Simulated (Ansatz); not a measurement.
The calculation's input:

```
crystal:
  periodic: [false, false, false]
  atoms:
    - {symbol: Sn, position_ang: [0.045486, 0.065385, 0.033350]}
    - {symbol: C, position_ang: [-0.254594, 0.030120, 2.168251]}
    - {symbol: C, position_ang: [-0.975737, -0.925844, 2.778599]}
    - {symbol: H, position_ang: [0.210142, 0.837759, 2.763632]}
    - {symbol: H, position_ang: [-1.453167, -1.746449, 2.214606]}
    - {symbol: H, position_ang: [-1.121956, -0.930017, 3.874008]}
    - {symbol: C, position_ang: [2.102691, -0.204806, -0.553378]}
    - {symbol: C, position_ang: [2.518783, -1.276901, -1.249069]}
    - {symbol: H, position_ang: [2.824834, 0.580434, -0.262362]}
    - {symbol: H, position_ang: [1.824715, -2.079047, -1.556111]}
    - {symbol: H, position_ang: [3.576583, -1.400644, -1.544191]}
    - {symbol: C, position_ang: [-0.914996, 1.729630, -0.944815]}
    - {symbol: C, position_ang: [-1.932159, 1.568392, -1.808348]}
    - {symbol: H, position_ang: [-0.540480, 2.744147, -0.714113]}
    - {symbol: H, position_ang: [-2.329641, 0.569777, -2.061553]}
    - {symbol: H, position_ang: [-2.414508, 2.431311, -2.302276]}
    - {symbol: Br, position_ang: [-1.165987, -1.993237, -0.836240]}
basis:
  gaussian: {orbitals: def2-TZVP, initial_orbitals: start.molden}
hamiltonian: {xc: pbe0, dispersion: d4}
scf: {omitted_lower_state_checks: [starts]}
output: {orbitals: {seedname: orbitals}}
```

Command:

```sh
ansatz run in.yaml --threads 2 --pin off --events-out ev --progress --plain --max-ram 32768MiB --backend cuda --devices 0, --max-vram 18GiB
```

Geometry: PBE-D4/def2-SVP; core potentials replace the inner electrons of Sn.

These are results of Ansatz, RKS PBE0-D4/def2-TZVP, not measurements.

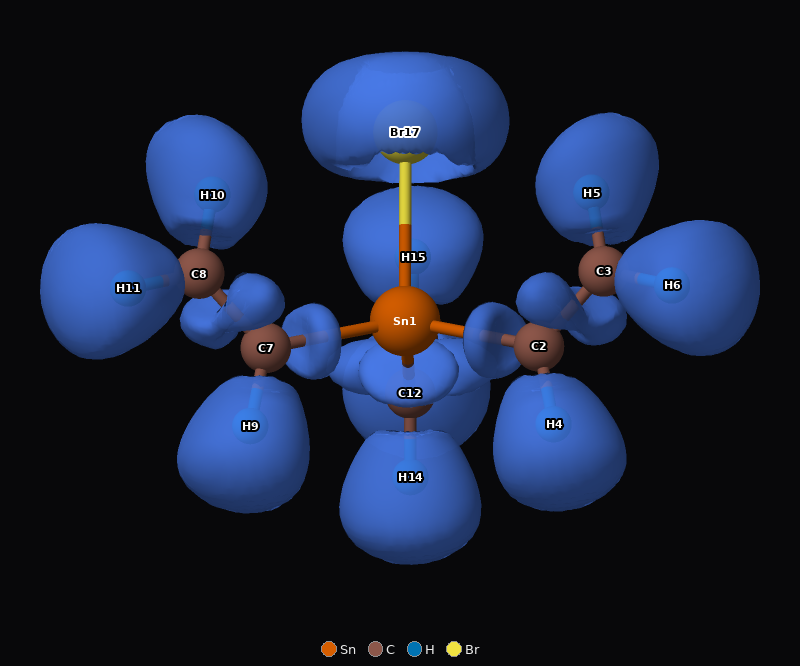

C6H9BrSn (Sn(vinyl)3Br). Isosurface of the ELF at 0.8 (blue), seen from one side. Only the valence region is drawn (cores and ρ < 0.01 e/Å³ removed).

> Describe the localisation domains.

At this value the surface marks out three regions between bonded C–C atoms (shared pairs), nine regions around hydrogen nuclei, three lobes of the valence shell of C pointing towards Sn (polar bonds) and one ring or bowl of non-bonding electrons around Br. Profiles from the grid: C–C (1.34 Å): the ELF peaks at about 0.90 between the atoms: a multiple bond. C–Sn (2.16 Å): the ELF peaks at about 0.90 in the valence shell of C, 0.7 Å from its nucleus, and drops to about 0.20 between the two atoms.
